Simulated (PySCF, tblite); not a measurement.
**C₆H₁₃FNPSi: geometry, infrared bands and NMR shifts**

Wanted: the infrared bands and NMR shifts of C₆H₁₃FNPSi (`C=C[P@]1(=N)CC[Si@@H](F)CC1`), by calculation.

Computed with tblite 0.8.0 and PySCF 2.14.0, with density-fitted response routines of our own, on a single molecule in the gas phase. Atoms are numbered from 0 throughout.

### 1 The starting structure

23 atoms, charge 0, multiplicity 1; geometry from: force field or distance geometry start.

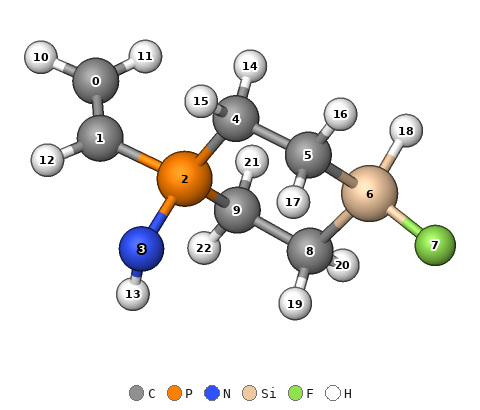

As it starts; carbon grey, phosphorus orange, nitrogen blue, silicon light orange, fluorine green, hydrogen white, atoms numbered.

### 2 Geometry optimisation with GFN2-xTB

Job settings and geometry (Å):

```
{"job": {"kind": "relax", "xc": "GFN2-xTB", "basis": "xTB"}, "charge": 0, "multiplicity": 1}
C     -3.012500     0.141100    -1.002500
C     -2.406500    -0.567900    -0.064400
P     -0.711100    -0.450700     0.270000
N     -0.748100    -1.741300     1.340700
C     -0.315300     1.081700     1.058100
C      1.160800     1.172400     1.441600
Si     2.328600     0.812300     0.012300
F      3.833800     0.629600     0.565300
C      1.774400    -0.759800    -0.857100
C      0.262000    -0.768700    -1.159500
H     -4.088500     0.033400    -1.168700
H     -2.469300     0.839200    -1.613400
H     -3.021100    -1.250900     0.542500
H     -0.562400    -2.625500     0.844100
H     -0.561400     1.915000     0.369400
H     -0.933500     1.228900     1.957400
H      1.379900     2.168400     1.859300
H      1.364000     0.437300     2.236600
H      2.329100     1.954000    -0.936500
H      2.010000    -1.606300    -0.203600
H      2.332700    -0.881700    -1.781800
H      0.045900    -0.006000    -1.923600
H      0.003800    -1.727700    -1.589300
```

Run with:

```bash
> OMP_NUM_THREADS=1 python probes_run.py task.json out
```

This one command runs all jobs of the session in turn.

The log of the run:

```text
step      E/eV     max force
  0    -853.15082    7.586
  1    -853.84106    2.831
  2    -853.96347    1.595
  3    -854.07661    1.324
  4    -854.15174    1.002
  5    -854.19686    0.857
  6    -854.25757    0.583
  7    -854.29433    0.589
  8    -854.33115    0.482
  9    -854.35432    0.293
 10    -854.36719    0.320
 11    -854.37721    0.326
 12    -854.38719    0.228
 13    -854.39591    0.225
 14    -854.40419    0.211
 15    -854.41199    0.253
 16    -854.41949    0.229
 17    -854.42616    0.186
 18    -854.43145    0.163
 19    -854.43574    0.184
 20    -854.43984    0.165
 21    -854.44388    0.156
 22    -854.44725    0.128
 23    -854.44961    0.111
 24    -854.45133    0.098
 25    -854.45285    0.092
 26    -854.45430    0.079
 27    -854.45550    0.079
 28    -854.45636    0.070
 29    -854.45708    0.057
 30    -854.45784    0.073
 31    -854.45867    0.097
 32    -854.45953    0.089
 33    -854.46028    0.063
 34    -854.46078    0.040
 35    -854.46109    0.045
 36    -854.46135    0.036
 37    -854.46160    0.037
 38    -854.46184    0.035
 39    -854.46205    0.037
 40    -854.46226    0.039
 41    -854.46247    0.033
 42    -854.46266    0.028
 43    -854.46279    0.021
 44    -854.46289    0.023
 45    -854.46299    0.023
 46    -854.46310    0.023
 47    -854.46320    0.017
 48    -854.46326    0.014
 49    -854.46329    0.013
 50    -854.46332    0.013
 51    -854.46337    0.015
 52    -854.46342    0.016
 53    -854.46347    0.014
 54    -854.46351    0.014
 55    -854.46355    0.015
 56    -854.46359    0.015
 57    -854.46362    0.012
 58    -854.46365    0.010
```

It took 1.2 s on 1 thread of AMD EPYC 7R43, shared host; peak memory 0.18 GiB.

Relaxation path: (not every step is listed)

| step | energy from step 0 (eV) | largest force (eV/Å) |
| --- | --- | --- |
| 0 | 0.0000 | 7.5860 |
| 1 | -0.6902 | 2.8308 |
| 2 | -0.8127 | 1.5947 |
| 3 | -0.9258 | 1.3241 |
| 4 | -1.0009 | 1.0022 |
| 5 | -1.0460 | 0.8568 |
| 6 | -1.1068 | 0.5834 |
| 7 | -1.1435 | 0.5893 |
| 8 | -1.1803 | 0.4818 |
| 12 | -1.2364 | 0.2280 |
| 16 | -1.2687 | 0.2288 |
| 20 | -1.2890 | 0.1653 |
| 24 | -1.3005 | 0.0975 |
| 28 | -1.3055 | 0.0696 |
| 32 | -1.3087 | 0.0886 |
| 36 | -1.3105 | 0.0361 |
| 40 | -1.3114 | 0.0394 |
| 44 | -1.3121 | 0.0234 |
| 48 | -1.3124 | 0.0139 |
| 52 | -1.3126 | 0.0162 |
| 53 | -1.3127 | 0.0139 |
| 54 | -1.3127 | 0.0136 |
| 55 | -1.3127 | 0.0150 |
| 56 | -1.3128 | 0.0145 |
| 57 | -1.3128 | 0.0117 |
| 58 | -1.3128 | 0.0100 |

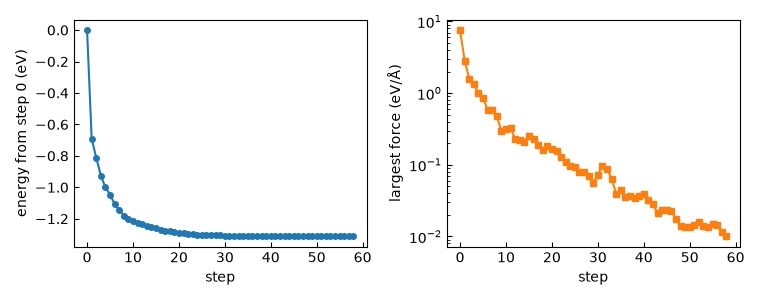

Energy and force, step by step.

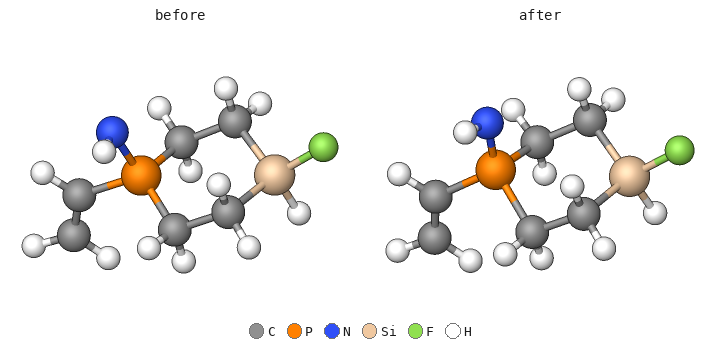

Before and after, at one scale.

Distances of close pairs at the start and the end, largest changes first:

| bond | before (Å) | after (Å) | change (Å) |
| --- | --- | --- | --- |
| P2–N3 | 1.677 | 1.555 | -0.122 |
| C1–P2 | 1.732 | 1.837 | +0.105 |
| P2–C9 | 1.758 | 1.859 | +0.101 |
| P2–C4 | 1.768 | 1.826 | +0.058 |
| Si6–H18 | 1.484 | 1.464 | -0.021 |
| N3–H13 | 1.031 | 1.010 | -0.021 |
| C8–C9 | 1.542 | 1.524 | -0.018 |
| C1–H12 | 1.101 | 1.086 | -0.015 |

The next job starts from the end point, and lists it.

### 3 Harmonic vibrations with GFN2-xTB

Job settings and geometry (Å):

```
{"job": {"kind": "ir", "xc": "GFN2-xTB", "basis": "xTB"}, "charge": 0, "multiplicity": 1}
C     -2.946256     0.184656    -1.081120
C     -2.443632    -0.554654    -0.106553
P     -0.680118    -0.639167     0.399767
N     -0.289237    -1.642803     1.521928
C     -0.334270     1.030428     1.053753
C      1.128720     1.114946     1.471903
Si     2.250584     0.827369    -0.022841
F      3.778075     0.661376     0.483770
C      1.721732    -0.762482    -0.905363
C      0.231093    -0.710827    -1.219450
H     -4.002484     0.193866    -1.302241
H     -2.327099     0.810811    -1.702180
H     -3.086988    -1.174761     0.510206
H     -0.418555    -2.620191     1.300808
H     -0.585425     1.778237     0.296485
H     -1.001003     1.168054     1.910346
H      1.323531     2.074531     1.955139
H      1.305406     0.335332     2.216128
H      2.284582     1.971599    -0.934733
H      1.903096    -1.614261    -0.243434
H      2.295136    -0.938669    -1.817762
H     -0.012534     0.148798    -1.844580
H     -0.099107    -1.615201    -1.742921
```

The log of the run:

```text
mode    cm-1     km/mol
  1     -37.9      0.32
  2      55.2      1.01
  3     131.8      1.95
  4     137.6      6.09
  5     158.7      9.34
  6     168.1      2.29
  7     174.6     11.95
  8     226.4     10.89
  9     243.4      7.74
 10     284.5      4.11
 11     297.8      6.69
 12     348.1     10.01
 13     354.1      0.69
 14     388.4    107.38
 15     438.2      7.77
 16     496.5      8.20
 17     603.9     29.07
 18     618.0     25.04
 19     661.2     81.92
 20     673.4     59.32
 21     684.7     24.45
 22     710.5     58.51
 23     745.4    115.33
 24     784.9     88.14
 25     801.0     10.27
 26     814.0    138.86
 27     818.2    257.47
 28     865.3      6.04
 29     904.4     38.22
 30     912.9    117.30
 31     991.6      1.64
 32    1013.2     16.49
 33    1039.1      4.12
 34    1048.8     10.76
 35    1052.3     25.04
 36    1058.1     21.56
 37    1122.7      0.46
 38    1136.0      5.54
 39    1195.7    178.77
 40    1237.2     59.58
 41    1247.7      2.94
 42    1257.0      1.99
 43    1280.3      4.10
 44    1285.9     26.64
 45    1397.0      2.88
 46    1431.4      1.11
 47    1446.2      1.52
 48    1452.9      8.14
 49    1460.9      1.89
 50    1660.4      5.68
 51    2256.3    272.03
 52    2915.7     34.03
 53    2931.9     28.41
 54    2942.1     19.55
 55    2950.8     16.67
 56    2964.8     40.29
 57    2968.6     40.97
 58    2970.4     36.32
 59    2979.6     12.50
 60    3007.4     23.43
 61    3080.6     27.71
 62    3110.4     32.39
 63    3399.9     10.12
```

Wall time 2.5 s (1 thread of AMD EPYC 7R43, shared host); peak memory 0.18 GiB.

The strongest bands and the atoms that carry them (share of the mass-weighted mode):

| cm⁻¹ | km/mol | atoms |
| --- | --- | --- |
| 388 | 107.4 | H13 67 % |
| 745 | 115.3 | P2 26 %, C4 17 %, C9 12 % |
| 785 | 88.1 | C8 15 %, H20 14 %, H16 11 % |
| 814 | 138.9 | Si6 25 % |
| 818 | 257.5 | Si6 41 %, F7 38 % |
| 913 | 117.3 | H13 37 %, H10 24 % |
| 1196 | 178.8 | N3 45 %, P2 27 %, H12 12 % |
| 2256 | 272.0 | H18 97 % |

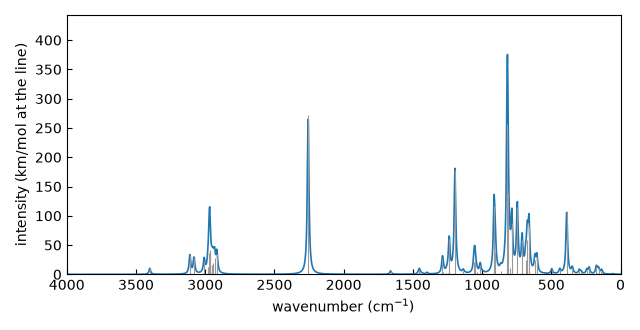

The infrared spectrum from these modes, unscaled. Lines are broadened to a width of 14 cm⁻¹ (Lorentzian).

### 4 Nuclear shieldings: PBE0/pcSseg-1

The job, as its differences from that of step 3:

```diff
@@ -1,2 +1,2 @@
-{"job": {"kind": "ir", "xc": "GFN2-xTB", "basis": "xTB"}, "charge": 0, "multiplicity": 1}
+{"job": {"kind": "nmr", "xc": "PBE0", "basis": "pcSseg-1"}, "charge": 0, "multiplicity": 1}
 C     -2.946256     0.184656    -1.081120
```

With the program's defaults for keys left out, this is: GIAO PBE0/pcSseg-1 NMR shielding, non-relativistic, gas phase.

The log of the run:

```text
coarse grid: 19976 points
cycle   1  E = -1020.9557918203  dE =  1.319e+00  |g| = 8.589e-01  |ddm| = 4.449e+00
cycle   2  E = -1020.7389643314  dE =  2.168e-01  |g| = 1.335e+00  |ddm| = 2.758e+00
cycle   3  E = -1021.0994681134  dE = -3.605e-01  |g| = 2.127e-01  |ddm| = 2.101e+00
cycle   4  E = -1021.1102645279  dE = -1.080e-02  |g| = 4.981e-02  |ddm| = 2.988e-01
cycle   5  E = -1021.1107243307  dE = -4.598e-04  |g| = 1.975e-02  |ddm| = 5.641e-02
cycle   6  E = -1021.1107965775  dE = -7.225e-05  |g| = 4.772e-03  |ddm| = 1.832e-02
cycle   7  E = -1021.1108013622  dE = -4.785e-06  |g| = 1.607e-03  |ddm| = 5.530e-03
final grid: 183536 points
cycle   8  E = -1021.1744901623  dE = -4.598e-05  |g| = 1.060e-02  |ddm| = 4.073e-02
cycle   9  E = -1021.1744738713  dE =  1.629e-05  |g| = 1.350e-02  |ddm| = 2.078e-02
cycle  10  E = -1021.1745172030  dE = -4.333e-05  |g| = 1.771e-03  |ddm| = 1.286e-02
cycle  11  E = -1021.1745179443  dE = -7.413e-07  |g| = 3.810e-04  |ddm| = 2.017e-03
cycle  12  E = -1021.1745179743  dE = -3.006e-08  |g| = 1.404e-04  |ddm| = 4.824e-04
cycle  13  E = -1021.1745179788  dE = -4.508e-09  |g| = 3.876e-05  |ddm| = 1.851e-04
cycle  14  E = -1021.1745179791  dE = -2.519e-10  |g| = 1.284e-05  |ddm| = 4.876e-05
converged SCF energy = -1021.1745179791

GIAO shielding tensors (ppm)
atom      isotropic    diamagn.    paramagn.     s11        s22        s33       span
  0 C       53.172     256.054    -202.881    -66.966     54.625    171.857    238.822
  1 C       33.294     265.542    -232.247    -72.711     38.574    134.020    206.732
  2 P      329.324     967.297    -637.974    248.906    260.670    478.396    229.491
  3 N      236.035     321.023     -84.988    170.018    257.986    280.102    110.084
  4 C      156.911     257.708    -100.797    141.099    152.988    176.645     35.546
  5 C      177.243     253.724     -76.482    168.590    176.664    186.473     17.883
  6 Si     334.138     876.221    -542.083    293.051    330.583    378.781     85.730
  7 F      374.032     462.825     -88.794    369.244    370.649    382.202     12.958
  8 C      177.189     254.125     -76.935    168.380    177.232    185.954     17.574
  9 C      158.348     259.252    -100.904    142.256    156.178    176.610     34.353
 10 H       25.544      27.686      -2.142     23.154     24.591     28.887      5.733
 11 H       26.088      34.009      -7.921     22.065     25.057     31.143      9.078
 12 H       25.112      31.405      -6.293     22.736     24.517     28.084      5.349
 13 H       31.840      32.857      -1.017     25.277     27.551     42.693     17.417
 14 H       30.450      34.873      -4.423     27.171     29.365     34.814      7.643
 15 H       29.422      32.322      -2.901     24.581     27.945     35.738     11.157
 16 H       30.522      29.041       1.481     25.049     27.894     38.624     13.575
 17 H       29.258      31.146      -1.889     24.474     29.430     33.870      9.396
 18 H       26.540      29.135      -2.595     23.168     25.028     31.425      8.257
 19 H       29.687      31.882      -2.194     25.456     29.576     34.029      8.574
 20 H       30.492      29.550       0.941     25.080     27.988     38.407     13.327
 21 H       29.952      35.635      -5.683     26.485     29.072     34.300      7.816
 22 H       29.981      33.582      -3.601     25.046     28.647     36.251     11.204
```

Wall time 82 s (1 thread of AMD EPYC 7R43, shared host); peak memory 1.2 GiB.

Shifts follow as δ = σ(reference) − σ, with reference shieldings (ppm) from runs at the same level and on the same kind of geometry: 1H TMS 31.72, 13C TMS 186.9, 29Si TMS 349.2, 19F CFCl3 170.9, 15N NH3 267.7, 31P H3PO4 318.4. The references are single molecules in the gas phase, so shifts against H2O, NH3, PH3, H3PO4 or CFCl3 are not on the usual liquid scales and can be off by tens of ppm. Atoms listed in one row are averaged.

| atoms | environment | σ (ppm) | δ (ppm) | δ scaled to CDCl3 |
| --- | --- | --- | --- | --- |
| C1 | alkene CH | 33.3 | 153.6 | 148.0 |
| C0 | terminal =CH2 carbon | 53.2 | 133.8 | 128.6 |
| C4, C9 | sp3 CH2 bonded to P | 157.6 | 29.3 | 26.7 |
| C5, C8 | sp3 CH2 bonded to Si | 177.2 | 9.7 | 7.6 |
| H12 | hydrogen on an alkene CH | 25.11 | 6.60 | 6.33 |
| H10 | hydrogen on a terminal =CH2 carbon | 25.54 | 6.17 | 5.93 |
| H11 | hydrogen on a terminal =CH2 carbon | 26.09 | 5.63 | 5.41 |
| H18 | hydrogen on a silicon bonded to 2 C, F, in a 6-membered ring | 26.54 | 5.18 | – |
| H17, H19 | hydrogen on an sp3 CH2 bonded to Si | 29.47 | 2.24 | 2.22 |
| H15, H22 | hydrogen on an sp3 CH2 bonded to P | 29.70 | 2.02 | 2.01 |
| H14, H21 | hydrogen on an sp3 CH2 bonded to P | 30.20 | 1.52 | 1.53 |
| H16, H20 | hydrogen on an sp3 CH2 bonded to Si | 30.51 | 1.21 | 1.25 |
| H13 | hydrogen on a nitrogen bonded to P | 31.84 | -0.12 | – |
| P2 | phosphorus bonded to 3 C, N, in a 6-membered ring | 329.3 | -10.9 | – |
| N3 | nitrogen bonded to P, H | 236.0 | 31.7 | – |
| Si6 | silicon bonded to 2 C, F, H, in a 6-membered ring | 334.1 | 15.0 | – |
| F7 | fluorine bonded to Si | 374.0 | -203.1 | – |

The scaled column applies a straight-line fit of computed shieldings to shifts measured in CDCl3, and one for carbons that bear F (root-mean-square error 0.16 ppm for H, 1.9 ppm for C).

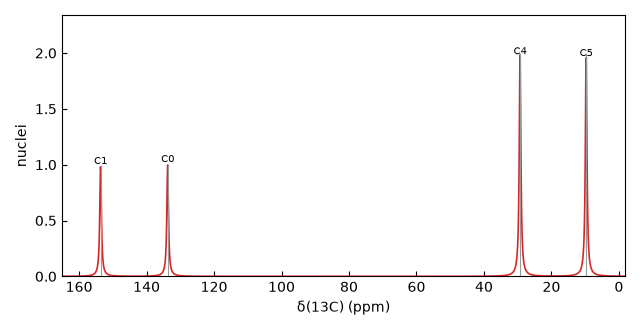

13C lines at the computed shifts, without couplings. Lines are broadened to a width of 0.58 ppm (Lorentzian).

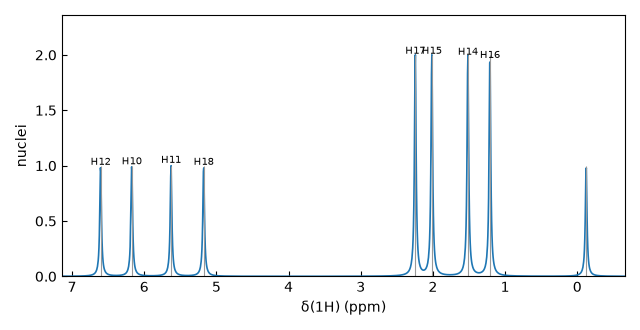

1H lines at the computed shifts, without couplings. Lines are broadened to a width of 0.03 ppm (Lorentzian).

Charges from the same density, by scheme (e):

| atoms | Mulliken | IAO | Hirshfeld | ESP fit |
| --- | --- | --- | --- | --- |
| C0 | -0.11 | -0.28 | -0.08 | -0.42 |
| C1 | -0.41 | -0.41 | -0.09 | -0.30 |
| P2 | 0.69 | 1.34 | 0.40 | 0.71 |
| N3 | -0.63 | -1.01 | -0.41 | -0.91 |
| C4, C9 | -0.41 | -0.49 | -0.11 | -0.20 |
| C5, C8 | -0.52 | -0.57 | -0.16 | -0.36 |
| Si6 | 1.06 | 1.21 | 0.44 | 0.71 |
| F7 | -0.43 | -0.54 | -0.21 | -0.34 |

Hirshfeld charges:

C0 -0.08; C1 -0.09; P2 0.40; N3 -0.41; C4 -0.11; C5 -0.16; Si6 0.44; F7 -0.21; C8 -0.17; C9 -0.12; H10 0.06; H11 0.05; H12 0.05; H13 0.09; H14 0.04; H15 0.05; H16 0.05; H17 0.04; H18 -0.08; H19 0.04; H20 0.04; H21 0.04; H22 0.04

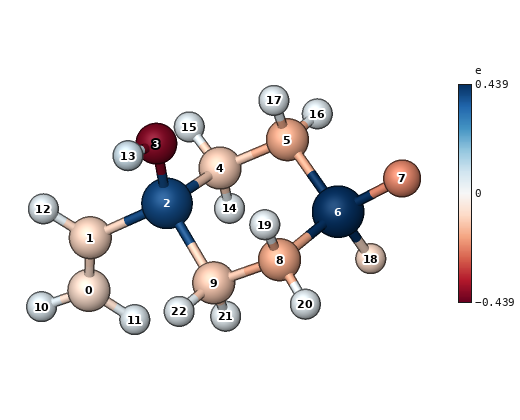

Hirshfeld charges, as colours on the atoms.

Mayer bond orders: C0–C1 1.94, C1–P2 0.87, P2–N3 1.78, P2–C4 0.94, C4–C5 1.02, C5–Si6 0.91, Si6–F7 0.93, Si6–C8 0.89, C8–C9 1.02, C9–P2 0.87.

Ring of atoms P2, C4, C5, Si6, C8, C9: NICS(0) -2.2, NICS(1) -2.2, NICS(1)zz 4.2 ppm (means of both faces).

### 5 Summary of results

| quantity | value |
| --- | --- |
| strongest single infrared mode (GFN2-xTB) | 2256 cm⁻¹, 272 km/mol |
| zero-point energy (GFN2-xTB) | 111.2 kcal/mol |
| 13C shifts against TMS (PBE0/pcSseg-1, means over atoms taken as alike) | 153.6, 133.8, 29.3, 9.7 ppm |
| 1H shifts against TMS (PBE0/pcSseg-1, means over atoms taken as alike) | 6.60, 6.17, 5.63, 5.18, 2.24, 2.02, 1.52, 1.21, -0.12 ppm |
| 31P shifts against H3PO4 (PBE0/pcSseg-1) | -10.9 ppm |
| 15N shifts against NH3 (PBE0/pcSseg-1) | 31.7 ppm |
| 29Si shifts against TMS (PBE0/pcSseg-1) | 15.0 ppm |
| 19F shifts against CFCl3 (PBE0/pcSseg-1) | -203.1 ppm |

What this shows: The optimisation took 58 steps and gained 1.313 eV; among the close pairs (by a distance rule), P2–N3 changed most, from 1.677 to 1.555 Å. The lowest mode is imaginary (38i cm⁻¹), so the xTB geometry is not a minimum. The strongest single mode, at 2256 cm⁻¹, moves mainly H18. GFN2-xTB is a fitted tight-binding method: band positions and strengths are rough. Its intensities can rank the bands wrongly. C1 (alkene CH) lies farthest downfield among carbon, at 153.6 ppm; the olefinic region. H12 (hydrogen on an alkene CH) lies farthest downfield among hydrogen, at 6.60 ppm; olefinic region.
